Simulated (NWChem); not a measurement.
# Single-point calculation of NF₃ (charge +1) (part 2 of 3)

The same run, continued: NF₃, charge +1, multiplicity 2; HF/3-21G, UHF (NWChem 7.3.0). The geometry is that of the parent species in another charge or spin state. The geometry comes from this level: PBE0-D4/def2-TZVP.

Geometry of the input (Å):
```
F  0.6140  0.0003  1.0669
N  0.3534  -0.0741  -0.2662
F  -0.6363  -1.0065  -0.3122
F  -0.3311  1.0803  -0.4884
```

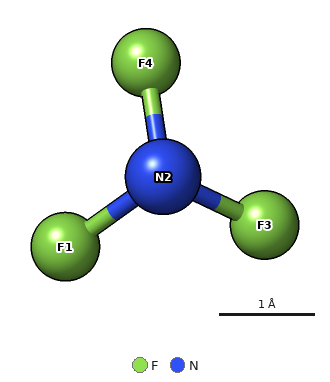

Figure 1. The structure (ball-and-stick view, seen on its broad side; atoms are numbered from 1 in the order of the input).

## Output, continued
```
 Vector   19  Occ=0.000000D+00  E=-1.546433D-01
              MO Center=  2.7D-01,  1.1D-01, -1.3D-01, r^2= 1.3D+00
   Bfn.  Coefficient  Atom+Function         Bfn.  Coefficient  Atom+Function
  ----- ------------  ---------------      ----- ------------  ---------------
    18      0.552732  2 N  pz                17     -0.451983  2 N  py
     9      0.406667  1 F  pz                35     -0.404185  4 F  py
    14      0.369730  2 N  pz                33      0.367261  4 F  s
     6     -0.334323  1 F  s                 16      0.321452  2 N  px
    13     -0.302329  2 N  py                 5      0.250058  1 F  pz

 Vector   20  Occ=0.000000D+00  E=-1.037050D-01
              MO Center= -2.3D-02,  5.1D-03,  1.7D-02, r^2= 1.3D+00
   Bfn.  Coefficient  Atom+Function         Bfn.  Coefficient  Atom+Function
  ----- ------------  ---------------      ----- ------------  ---------------
    15      0.897047  2 N  s                 16     -0.422678  2 N  px
     9      0.408243  1 F  pz                35      0.390143  4 F  py
    26     -0.346185  3 F  py                 6     -0.334139  1 F  s
    24     -0.334013  3 F  s                 33     -0.334278  4 F  s
    18      0.318426  2 N  pz                12     -0.313142  2 N  px

 Vector   21  Occ=0.000000D+00  E= 8.362273D-01
              MO Center=  5.8D-01, -1.2D-01, -4.4D-01, r^2= 1.1D+00
   Bfn.  Coefficient  Atom+Function         Bfn.  Coefficient  Atom+Function
  ----- ------------  ---------------      ----- ------------  ---------------
    16      1.037705  2 N  px                18     -0.781783  2 N  pz
    12     -0.739900  2 N  px                14      0.557425  2 N  pz
     6      0.263641  1 F  s                 24      0.263577  3 F  s
    33      0.263700  4 F  s                 11     -0.224315  2 N  s
    17     -0.217913  2 N  py                15     -0.173405  2 N  s

 Vector   22  Occ=0.000000D+00  E= 8.709633D-01
              MO Center=  4.6D-01, -2.2D-01, -3.5D-01, r^2= 1.2D+00
   Bfn.  Coefficient  Atom+Function         Bfn.  Coefficient  Atom+Function
  ----- ------------  ---------------      ----- ------------  ---------------
    17      1.080663  2 N  py                18     -0.959805  2 N  pz
    13     -0.682583  2 N  py                14      0.606253  2 N  pz
    33     -0.535951  4 F  s                 16     -0.496233  2 N  px
     6      0.395395  1 F  s                 12      0.313421  2 N  px
    35      0.298867  4 F  py                 9     -0.248630  1 F  pz

 Vector   23  Occ=0.000000D+00  E= 8.709757D-01
              MO Center=  5.0D-01,  1.4D-02, -3.7D-01, r^2= 1.2D+00
   Bfn.  Coefficient  Atom+Function         Bfn.  Coefficient  Atom+Function
  ----- ------------  ---------------      ----- ------------  ---------------
    17      1.050532  2 N  py                16      0.800039  2 N  px
    18      0.769202  2 N  pz                13     -0.663547  2 N  py
    24      0.537717  3 F  s                 12     -0.505339  2 N  px
    14     -0.485838  2 N  pz                 6     -0.390586  1 F  s
    25      0.262371  3 F  px                 9      0.260920  1 F  pz

 Vector   24  Occ=0.000000D+00  E= 1.667936D+00
              MO Center= -4.9D-02,  1.0D-02,  3.7D-02, r^2= 1.6D+00
   Bfn.  Coefficient  Atom+Function         Bfn.  Coefficient  Atom+Function
  ----- ------------  ---------------      ----- ------------  ---------------
    15      1.350412  2 N  s                 11     -1.062623  2 N  s
     3      0.407920  1 F  px                25     -0.365248  3 F  px
    34     -0.359890  4 F  px                 7     -0.343246  1 F  px
    32     -0.310878  4 F  pz                 9      0.285533  1 F  pz
    23     -0.286506  3 F  pz                30      0.277074  4 F  px

 Vector   25  Occ=0.000000D+00  E= 1.696679D+00
              MO Center= -1.2D-01,  1.4D-01,  1.7D-02, r^2= 2.1D+00
   Bfn.  Coefficient  Atom+Function         Bfn.  Coefficient  Atom+Function
  ----- ------------  ---------------      ----- ------------  ---------------
    26     -0.436220  3 F  py                32     -0.427084  4 F  pz
    36      0.428133  4 F  pz                22      0.417756  3 F  py
     4     -0.393402  1 F  py                 8      0.387461  1 F  py
    34      0.373239  4 F  px                 3      0.369900  1 F  px
    30     -0.370587  4 F  px                 7     -0.350825  1 F  px

 Vector   26  Occ=0.000000D+00  E= 1.696691D+00
              MO Center= -8.1D-02, -9.7D-02,  1.3D-01, r^2= 2.1D+00
   Bfn.  Coefficient  Atom+Function         Bfn.  Coefficient  Atom+Function
  ----- ------------  ---------------      ----- ------------  ---------------
    23      0.573850  3 F  pz                27     -0.565303  3 F  pz
     8      0.505521  1 F  py                 4     -0.499255  1 F  py
    32     -0.364102  4 F  pz                36      0.348101  4 F  pz
     3     -0.335211  1 F  px                 7      0.323889  1 F  px
    30      0.290494  4 F  px                34     -0.241403  4 F  px

 Vector   27  Occ=0.000000D+00  E= 1.941560D+00
              MO Center= -1.6D-02,  3.3D-03,  1.2D-02, r^2= 2.9D+00
   Bfn.  Coefficient  Atom+Function         Bfn.  Coefficient  Atom+Function
  ----- ------------  ---------------      ----- ------------  ---------------
    15      1.710565  2 N  s                 11     -0.832193  2 N  s
    26     -0.685075  3 F  py                35      0.679949  4 F  py
    16     -0.666652  2 N  px                 9      0.601841  1 F  pz
     7      0.529110  1 F  px                18      0.502233  2 N  pz
    36     -0.415496  4 F  pz                22      0.392477  3 F  py

                     UHF Final Beta Molecular Orbital Analysis
                     -----------------------------------------

 Vector    7  Occ=1.000000D+00  E=-2.004898D+00
              MO Center= -2.4D-01, -4.7D-01, -5.1D-02, r^2= 1.3D+00
   Bfn.  Coefficient  Atom+Function         Bfn.  Coefficient  Atom+Function
  ----- ------------  ---------------      ----- ------------  ---------------
    24      0.634696  3 F  s                  6     -0.368027  1 F  s
    33     -0.266591  4 F  s                 19     -0.202052  3 F  s
    20      0.201647  3 F  s

 Vector    8  Occ=1.000000D+00  E=-1.423180D+00
              MO Center=  9.5D-03, -2.0D-03, -7.2D-03, r^2= 1.7D+00
   Bfn.  Coefficient  Atom+Function         Bfn.  Coefficient  Atom+Function
  ----- ------------  ---------------      ----- ------------  ---------------
    15      0.588583  2 N  s                  6     -0.374279  1 F  s
    24     -0.374265  3 F  s                 33     -0.374291  4 F  s
    11      0.192581  2 N  s                 10     -0.180247  2 N  s

 Vector    9  Occ=1.000000D+00  E=-1.188177D+00
              MO Center= -1.5D-02,  1.4D-03,  1.2D-02, r^2= 1.8D+00
   Bfn.  Coefficient  Atom+Function         Bfn.  Coefficient  Atom+Function
  ----- ------------  ---------------      ----- ------------  ---------------
    24     -0.221981  3 F  s                 26      0.208987  3 F  py
    22      0.206815  3 F  py                32     -0.193106  4 F  pz
    36     -0.192765  4 F  pz                 6      0.185855  1 F  s
    30     -0.180226  4 F  px                34     -0.178447  4 F  px
     5      0.175503  1 F  pz                 9      0.173313  1 F  pz

 Vector   10  Occ=1.000000D+00  E=-1.188174D+00
              MO Center= -1.5D-02,  5.1D-03,  1.1D-02, r^2= 1.8D+00
   Bfn.  Coefficient  Atom+Function         Bfn.  Coefficient  Atom+Function
  ----- ------------  ---------------      ----- ------------  ---------------
    33     -0.235468  4 F  s                  4      0.224012  1 F  py
     8      0.221958  1 F  py                13      0.221796  2 N  py
    31     -0.209420  4 F  py                35     -0.209697  4 F  py
    23     -0.206396  3 F  pz                27     -0.206944  3 F  pz
    17      0.179452  2 N  py                21     -0.169769  3 F  px

 Vector   11  Occ=1.000000D+00  E=-1.138403D+00
              MO Center=  3.3D-02, -6.8D-03, -2.5D-02, r^2= 1.7D+00
   Bfn.  Coefficient  Atom+Function         Bfn.  Coefficient  Atom+Function
  ----- ------------  ---------------      ----- ------------  ---------------
     7      0.281283  1 F  px                 3      0.271207  1 F  px
    36     -0.215025  4 F  pz                32     -0.207565  4 F  pz
    15      0.206035  2 N  s                 27     -0.193875  3 F  pz
    23     -0.185520  3 F  pz                34      0.167988  4 F  px
    22     -0.166583  3 F  py                26     -0.164224  3 F  py

 Vector   12  Occ=1.000000D+00  E=-1.032442D+00
              MO Center= -1.2D-01,  2.4D-02,  8.9D-02, r^2= 1.9D+00
   Bfn.  Coefficient  Atom+Function         Bfn.  Coefficient  Atom+Function
  ----- ------------  ---------------      ----- ------------  ---------------
     8      0.338441  1 F  py                 4      0.335100  1 F  py
    27      0.252298  3 F  pz                23      0.249812  3 F  pz
    36     -0.223372  4 F  pz                32     -0.221184  4 F  pz
    34     -0.202428  4 F  px                30     -0.200450  4 F  px
    26     -0.175039  3 F  py                22     -0.173322  3 F  py

 Vector   13  Occ=1.000000D+00  E=-1.030710D+00
              MO Center= -1.2D-01, -9.6D-02,  4.8D-02, r^2= 1.9D+00
   Bfn.  Coefficient  Atom+Function         Bfn.  Coefficient  Atom+Function
  ----- ------------  ---------------      ----- ------------  ---------------
    27      0.272036  3 F  pz                23      0.253403  3 F  pz
     9      0.245143  1 F  pz                34      0.236729  4 F  px
     5      0.213803  1 F  pz                26     -0.208883  3 F  py
    30      0.205563  4 F  px                 8     -0.202985  1 F  py
    22     -0.194797  3 F  py                 4     -0.192328  1 F  py

 Vector   14  Occ=1.000000D+00  E=-1.030703D+00
              MO Center= -5.0D-02,  1.3D-01,  8.3D-02, r^2= 1.9D+00
   Bfn.  Coefficient  Atom+Function         Bfn.  Coefficient  Atom+Function
  ----- ------------  ---------------      ----- ------------  ---------------
     8      0.304554  1 F  py                 4      0.283001  1 F  py
    35      0.253494  4 F  py                25      0.241539  3 F  px
    31      0.232598  4 F  py                36      0.214116  4 F  pz
    21      0.206422  3 F  px                32      0.197444  4 F  pz
    13     -0.177751  2 N  py                26      0.152486  3 F  py

 Vector   15  Occ=1.000000D+00  E=-1.026669D+00
              MO Center=  7.5D-02, -4.1D-01,  4.4D-01, r^2= 1.5D+00
   Bfn.  Coefficient  Atom+Function         Bfn.  Coefficient  Atom+Function
  ----- ------------  ---------------      ----- ------------  ---------------
     7      0.438845  1 F  px                 3      0.418170  1 F  px
    27      0.269783  3 F  pz                23      0.265662  3 F  pz
    26      0.234643  3 F  py                22      0.211607  3 F  py

 Vector   16  Occ=1.000000D+00  E=-1.026667D+00
              MO Center= -2.9D-01,  4.5D-01, -2.8D-01, r^2= 1.5D+00
   Bfn.  Coefficient  Atom+Function         Bfn.  Coefficient  Atom+Function
  ----- ------------  ---------------      ----- ------------  ---------------
    36      0.361081  4 F  pz                32      0.341551  4 F  pz
    34     -0.260495  4 F  px                30     -0.256421  4 F  px
    26     -0.187930  3 F  py                 7      0.186244  1 F  px
    22     -0.182142  3 F  py                27     -0.181494  3 F  pz
    35     -0.176079  4 F  py                 3      0.174516  1 F  px

 Vector   17  Occ=0.000000D+00  E=-4.202285D-01
              MO Center=  3.5D-01, -7.4D-02, -2.7D-01, r^2= 1.3D+00
   Bfn.  Coefficient  Atom+Function         Bfn.  Coefficient  Atom+Function
  ----- ------------  ---------------      ----- ------------  ---------------
    15      0.508810  2 N  s                 16      0.309199  2 N  px
    12      0.287213  2 N  px                18     -0.232940  2 N  pz
    25     -0.233679  3 F  px                14     -0.216377  2 N  pz
    34     -0.214676  4 F  px                 9      0.212617  1 F  pz
    21     -0.188376  3 F  px                30     -0.173410  4 F  px

 Vector   18  Occ=0.000000D+00  E=-9.573034D-02
              MO Center=  1.2D-01, -2.0D-01, -2.2D-01, r^2= 1.3D+00
   Bfn.  Coefficient  Atom+Function         Bfn.  Coefficient  Atom+Function
  ----- ------------  ---------------      ----- ------------  ---------------
    17      0.661950  2 N  py                13      0.438620  2 N  py
    25      0.432896  3 F  px                24      0.400171  3 F  s
    16      0.324553  2 N  px                26      0.282497  3 F  py
    21      0.266408  3 F  px                 9      0.262881  1 F  pz
    18      0.246036  2 N  pz                34     -0.246229  4 F  px

 Vector   19  Occ=0.000000D+00  E=-9.572067D-02
              MO Center=  2.8D-01,  1.1D-01, -8.6D-02, r^2= 1.3D+00
   Bfn.  Coefficient  Atom+Function         Bfn.  Coefficient  Atom+Function
  ----- ------------  ---------------      ----- ------------  ---------------
    18      0.575179  2 N  pz                 9      0.446739  1 F  pz
    17     -0.386405  2 N  py                14      0.381115  2 N  pz
    35     -0.381009  4 F  py                16      0.352056  2 N  px
     6     -0.349645  1 F  s                 33      0.343312  4 F  s
     5      0.270098  1 F  pz                13     -0.256030  2 N  py

 Vector   20  Occ=0.000000D+00  E=-6.594210D-02
              MO Center=  1.4D-02, -2.5D-03, -1.0D-02, r^2= 1.2D+00
   Bfn.  Coefficient  Atom+Function         Bfn.  Coefficient  Atom+Function
  ----- ------------  ---------------      ----- ------------  ---------------
    15      0.841301  2 N  s                 16     -0.511241  2 N  px
     9      0.400756  1 F  pz                18      0.385140  2 N  pz
    35      0.379909  4 F  py                 6     -0.343658  1 F  s
    24     -0.343493  3 F  s                 33     -0.343846  4 F  s
    26     -0.334626  3 F  py                12     -0.323173  2 N  px

 Vector   21  Occ=0.000000D+00  E= 8.810687D-01
              MO Center=  4.6D-01, -2.2D-01, -3.6D-01, r^2= 1.2D+00
   Bfn.  Coefficient  Atom+Function         Bfn.  Coefficient  Atom+Function
  ----- ------------  ---------------      ----- ------------  ---------------
    17      1.067913  2 N  py                18     -0.965810  2 N  pz
    13     -0.676587  2 N  py                14      0.611894  2 N  pz
    33     -0.534248  4 F  s                 16     -0.503614  2 N  px
     6      0.399208  1 F  s                 12      0.319065  2 N  px
    35      0.301347  4 F  py                 9     -0.252606  1 F  pz

 Vector   22  Occ=0.000000D+00  E= 8.810789D-01
              MO Center=  5.0D-01,  1.3D-02, -3.7D-01, r^2= 1.2D+00
   Bfn.  Coefficient  Atom+Function         Bfn.  Coefficient  Atom+Function
  ----- ------------  ---------------      ----- ------------  ---------------
    17      1.059671  2 N  py                16      0.793338  2 N  px
    18      0.758037  2 N  pz                13     -0.671359  2 N  py
    24      0.538904  3 F  s                 12     -0.502617  2 N  px
    14     -0.480253  2 N  pz                 6     -0.386401  1 F  s
    25      0.263726  3 F  px                 9      0.259540  1 F  pz

 Vector   23  Occ=0.000000D+00  E= 9.654661D-01
              MO Center=  5.2D-01, -1.1D-01, -3.9D-01, r^2= 1.0D+00
   Bfn.  Coefficient  Atom+Function         Bfn.  Coefficient  Atom+Function
  ----- ------------  ---------------      ----- ------------  ---------------
    16      0.999389  2 N  px                12     -0.796932  2 N  px
    18     -0.752893  2 N  pz                14      0.600377  2 N  pz
    15     -0.276893  2 N  s                  6      0.266731  1 F  s
    24      0.266755  3 F  s                 33      0.266719  4 F  s
    17     -0.209613  2 N  py                35     -0.170847  4 F  py

 Vector   24  Occ=0.000000D+00  E= 1.698756D+00
              MO Center= -1.2D-02,  2.5D-03,  9.4D-03, r^2= 1.5D+00
   Bfn.  Coefficient  Atom+Function         Bfn.  Coefficient  Atom+Function
  ----- ------------  ---------------      ----- ------------  ---------------
    15      1.282996  2 N  s                 11     -1.082533  2 N  s
     3      0.412608  1 F  px                 7     -0.352387  1 F  px
    34     -0.328439  4 F  px                25     -0.320690  3 F  px
    32     -0.314959  4 F  pz                23     -0.286668  3 F  pz
    36      0.266081  4 F  pz                27      0.261698  3 F  pz

 Vector   25  Occ=0.000000D+00  E= 1.707500D+00
              MO Center= -1.2D-01,  1.7D-01,  9.0D-03, r^2= 2.1D+00
   Bfn.  Coefficient  Atom+Function         Bfn.  Coefficient  Atom+Function
  ----- ------------  ---------------      ----- ------------  ---------------
    26      0.453910  3 F  py                36     -0.446688  4 F  pz
    32      0.443943  4 F  pz                22     -0.426340  3 F  py
     4      0.408192  1 F  py                 8     -0.401819  1 F  py
    34     -0.380237  4 F  px                30      0.373497  4 F  px
     3     -0.349351  1 F  px                 7      0.324698  1 F  px

 Vector   26  Occ=0.000000D+00  E= 1.707513D+00
              MO Center= -8.0D-02, -1.2D-01,  1.4D-01, r^2= 2.1D+00
   Bfn.  Coefficient  Atom+Function         Bfn.  Coefficient  Atom+Function
  ----- ------------  ---------------      ----- ------------  ---------------
    23      0.575452  3 F  pz                27     -0.566559  3 F  pz
     8      0.515282  1 F  py                 4     -0.504369  1 F  py
    32     -0.343700  4 F  pz                 3     -0.337708  1 F  px
     7      0.322791  1 F  px                36      0.322887  4 F  pz
    30      0.271689  4 F  px                35     -0.256633  4 F  py

 Vector   27  Occ=0.000000D+00  E= 1.945889D+00
              MO Center= -4.1D-02,  8.7D-03,  3.1D-02, r^2= 2.9D+00
   Bfn.  Coefficient  Atom+Function         Bfn.  Coefficient  Atom+Function
  ----- ------------  ---------------      ----- ------------  ---------------
    15      1.719008  2 N  s                 11     -0.812156  2 N  s
    35      0.701902  4 F  py                26     -0.690651  3 F  py
     9      0.643613  1 F  pz                16     -0.637172  2 N  px
     7      0.500476  1 F  px                18      0.480025  2 N  pz
    22      0.398666  3 F  py                36     -0.394277  4 F  pz

 center of mass
 --------------
 x =  -0.04699010 y =   0.00986391 z =   0.03540013

 moments of inertia (a.u.)
 ------------------
         251.661655702408         -17.913870296762         -64.310427740890
         -17.913870296762         170.060384702072          13.490974676470
         -64.310427740890          13.490974676470         214.749373027079

  Mulliken analysis of the total density
  --------------------------------------

    Atom       Charge   Shell Charges
 -----------   ------   -------------------------------------------------------
    1 F    9     8.99   1.99  0.48  2.38  1.55  2.59
    2 N    7     6.04   1.99  0.46  1.52  1.05  1.01
    3 F    9     8.99   1.99  0.48  2.38  1.55  2.59
    4 F    9     8.99   1.99  0.48  2.38  1.55  2.59

  Mulliken analysis of the alpha density
  --------------------------------------

    Atom       Charge   Shell Charges
 -----------   ------   -------------------------------------------------------
    1 F    9     4.55   0.99  0.24  1.23  0.77  1.31
    2 N    7     3.34   1.00  0.25  0.94  0.57  0.58
    3 F    9     4.55   0.99  0.24  1.23  0.77  1.31
    4 F    9     4.55   0.99  0.24  1.23  0.77  1.31

   Mulliken analysis of the beta density
   -------------------------------------

    Atom       Charge   Shell Charges
 -----------   ------   -------------------------------------------------------
    1 F    9     4.43   0.99  0.24  1.15  0.78  1.28
    2 N    7     2.70   0.99  0.21  0.58  0.48  0.43
    3 F    9     4.43   0.99  0.24  1.15  0.78  1.28
    4 F    9     4.43   0.99  0.24  1.15  0.78  1.28

   Mulliken analysis of the spin density
   -------------------------------------

    Atom       Charge   Shell Charges
 -----------   ------   -------------------------------------------------------
    1 F    9     0.12  -0.00  0.00  0.09 -0.00  0.04
    2 N    7     0.64   0.00  0.04  0.36  0.09  0.15
    3 F    9     0.12  -0.00  0.00  0.09 -0.00  0.04
    4 F    9     0.12  -0.00  0.00  0.09 -0.00  0.04

       Multipole analysis of the density wrt the origin
       ------------------------------------------------

     L   x y z        total         alpha         beta         nuclear
     -   - - -        -----         -----         ----         -------
     0   0 0 0      1.000000    -17.000000    -16.000000     34.000000

     1   1 0 0      0.461516      0.582673      1.214577     -1.335734
     1   0 1 0     -0.096842     -0.122311     -0.254947      0.280416
     1   0 0 1     -0.347679     -0.438956     -0.915003      1.006279

     2   2 0 0    -12.204902    -22.880485    -21.099850     31.775433
     2   1 1 0     -0.033952     -4.183116     -4.287188      8.436353
     2   1 0 1     -0.122205    -15.017245    -15.391287     30.286327
     2   0 2 0    -12.360049    -41.935323    -40.629414     70.204688
     2   0 1 1      0.025662      3.150278      3.228808     -6.353423
     2   0 0 2    -12.275095    -31.499924    -29.934047     49.158875

 Task  times  cpu:        0.8s     wall:        0.8s
 Total times  cpu:        0.9s     wall:        0.9s
```
